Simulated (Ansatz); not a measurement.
**CH4AlO+: an energy map over bond length C1–H4 and bond length C1–H5**

How does the energy of CH4AlO, SMILES [CH2]1[OH+][AlH]1, charge +1 change over two coordinates at once? A grid of runs gives the map.

The runs use Ansatz 0.2.0; RKS PBE-D4/def2-TZVP.

**1. Where the work starts**

7 atoms, charge 1, spin multiplicity 1.

Atoms are counted from 1 here; the program's logs count them from 0.

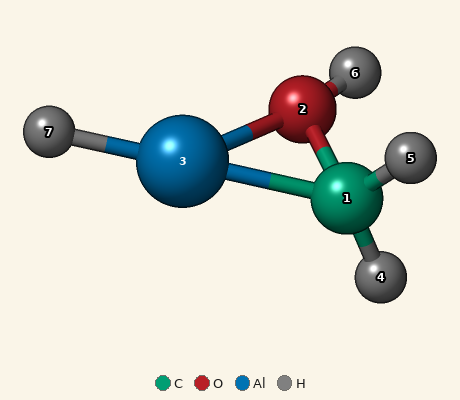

As it starts; carbon teal, oxygen red, aluminium blue, hydrogen grey; atoms are numbered from 1 in the order of the file.

Coordinates:

```xyz
7
charge 1, multiplicity 1
C    -0.6483   -0.0394   -0.5726
O    -0.0283    0.5987    0.6721
Al    1.0558   -0.7400    0.0064
H    -1.6071   -0.5346   -0.3287
H    -0.7371    0.6978   -1.3928
H    -0.4733    1.3314    1.1499
H     2.4383   -1.3140    0.4657
```

This geometry comes from a loose relaxation at PBE in a small basis, which is not shown.

**3. Plan of the scan**

First coordinate, bond length C1–H4: 15 values from 0.963 to 1.368 Å. Second coordinate, bond length C1–H5: 15 values from 0.897 to 1.641 Å.

Nothing else is relaxed (all other coordinates rigid). Energies count from the relaxed molecule at the same level. Points are written as (first, second).

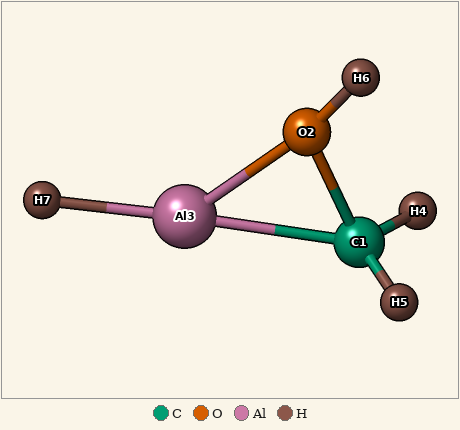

The geometry at (1.050 Å, 1.004 Å).

(The set-up runs are not shown.)

**4. Point (1.050 Å, 1.004 Å)**

input.yaml reads:

```yaml
crystal:
  periodic: [false, false, false]
  atoms:
    - { symbol: C, position_ang: [-0.648681, -0.049697, -0.585252] }
    - { symbol: O, position_ang: [-0.020729, 0.596044, 0.675689] }
    - { symbol: Al, position_ang: [1.046968, -0.723635, 0.016995] }
    - { symbol: H, position_ang: [-1.559225, -0.510812, -0.338711] }
    - { symbol: H, position_ang: [-0.728073, 0.631493, -1.318527] }
    - { symbol: H, position_ang: [-0.469405, 1.325937, 1.14657] }
    - { symbol: H, position_ang: [2.424694, -1.311156, 0.458798] }
total_charge: 1
basis:
  gaussian: { orbitals: def2-TZVP }
hamiltonian:
  xc: pbe
  dispersion: d4
output:
  forces: true
```

On the command line:

```
$ ansatz run input.yaml --threads 1 --pin off --max-ram 2560MiB --backend cpu --events-out ev --progress --plain --runs-dir out
```

Further runs follow: the other points that were computed.

Before running it: what results should come out? Wanted: lowest point; highest computed point; largest force on an atom.

As calculated:

| quantity | value |
| --- | --- |
| lowest point | (1.108 Å, 1.110 Å), 0.7 kJ/mol |
| highest computed point | (1.368 Å, 1.641 Å), 263 kJ/mol above the lowest |
| largest force on an atom (eV/Å) | 0.5 at (1.108 Å, 1.110 Å) to 14.0 at (1.368 Å, 0.897 Å); 0.5 at the lowest point |
| time for the whole task | 5.3 min on 1 thread, shared host |

**Reading.** The lowest computed point is at (1.108 Å, 1.110 Å), 0.7 kJ/mol from the relaxed molecule at the same level. The grid shows no other well, apart from its symmetry copies. The highest computed point, (1.368 Å, 1.641 Å), lies 263 kJ/mol above the lowest. Round the minimum the two coordinates are nearly uncoupled.
